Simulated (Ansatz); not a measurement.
SnNH3S2 (SMILES [NH2][SnH]1[S][S]1): the HOMO–LUMO gap, rung by rung

SnNH3S2 has 7 atoms, charge 0, and is taken as a singlet. SMILES: `[NH2][SnH]1[S][S]1`. The shape is that of a PBE0-D4/def2-TZVP optimisation. This is one conformer, not always the lowest.

Quantity: the HOMO–LUMO gap, in eV. The values are calculated.

```tsv
level	kind	program	value (eV)	CPU time
PBE/def2-SVP (core potential)	GGA	Ansatz	2.49	8.5 s
revPBE/def2-SVP (core potential)	GGA	Ansatz	2.53	8.7 s
r2SCAN/def2-SVP (core potential)	meta-GGA	Ansatz	2.94	19 s
B3LYP/def2-SVP (core potential)	global hybrid	Ansatz	4.09	10 s
PBE0/def2-SVP (core potential)	global hybrid	Ansatz	4.64	12 s
CAM-B3LYP/def2-SVP (core potential)	range-separated hybrid	Ansatz	6.97	12 s
wB97M-V/def2-SVP (core potential)	range-separated hybrid	Ansatz	8.79	1.9 min
wB97X/def2-SVP (core potential)	range-separated hybrid	Ansatz	9.09	38 s
```

The values span 2.49 to 9.09 eV. Orbital gaps aren't excitation energies; they tend to grow with the share of exact exchange. CPU times are rough (shared hosts, several kinds of processor and program).

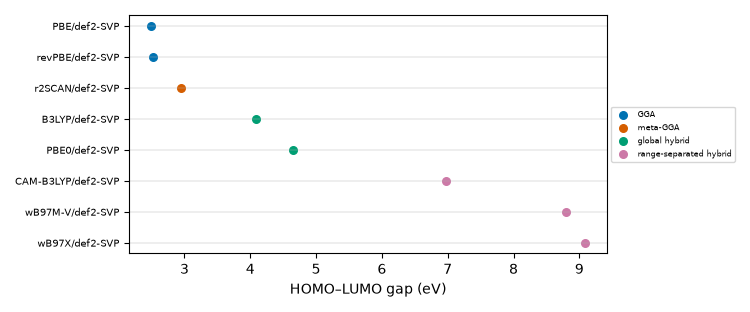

The values of the table, level by level.
